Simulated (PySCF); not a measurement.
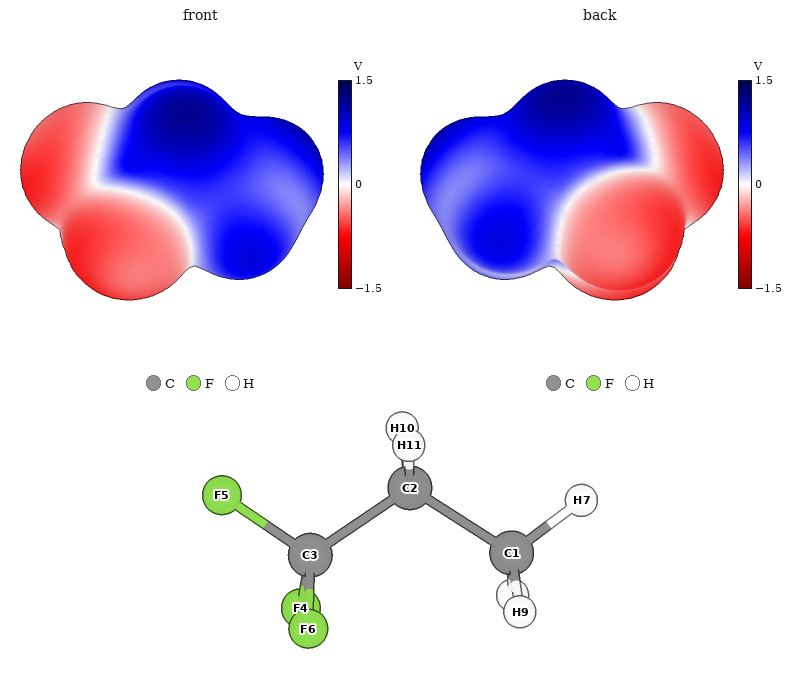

The picture shows: C3H5F3 (SMILES CCC(F)(F)F). The molecular electrostatic potential painted on the density surface at 0.002 e/bohr³, seen from the front and from behind; the colour scale runs from red (negative) to blue (positive). The bare structure is drawn below in the same view.

Geometry: PBE0-D3(BJ)/def2-TZVP.

Theory: PBE0/pcSseg-2, SCF density, gas phase, non-relativistic in PySCF.

The calculation's input:

```
{"job": {"kind": "nmr", "xc": "PBE0", "basis": "pcSseg-2"}, "charge": 0, "multiplicity": 1}
C      1.104603     0.705754     0.085472
C     -0.394475     0.474633     0.036874
C     -0.759829    -0.976680    -0.106629
F     -0.255188    -1.514423    -1.227752
F     -2.089397    -1.144117    -0.154463
F     -0.307493    -1.714414     0.919181
H      1.316603     1.771180     0.181408
H      1.588409     0.345883    -0.823710
H      1.555103     0.193654     0.936959
H     -0.850493     0.998207    -0.806387
H     -0.881859     0.832546     0.946592
```

Command:

```sh
OMP_NUM_THREADS=1 python probes_run.py task.json out
```

Describe the electrostatic potential map.

The most negative region (about −0.7 V) lies over F4, F5 and F6, the most positive (about +1.2 V) over H10 and H11.

What dipole moment does the calculation give?

Its dipole moment is 2.45 D.
